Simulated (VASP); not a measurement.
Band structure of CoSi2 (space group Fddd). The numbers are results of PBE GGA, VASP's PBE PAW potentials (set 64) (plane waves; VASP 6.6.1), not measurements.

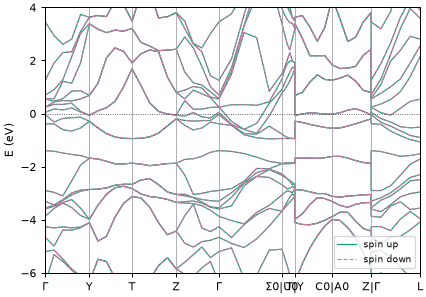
Figure. Bands along high-symmetry lines, zero at the valence-band maximum or, without a gap, the Fermi level

Problem. Read the plot: is there a gap, and where are the band edges?

Solution. It has no gap at this level: it comes out as a metal or semimetal.

The structure was generated: CoSi2 was put into an ordered model structure, which need not be its known phase. The cell was not relaxed at this level. The k-mesh is coarse (spacing up to 0.45 per Å, 2π included), so the numbers may not be converged in it.
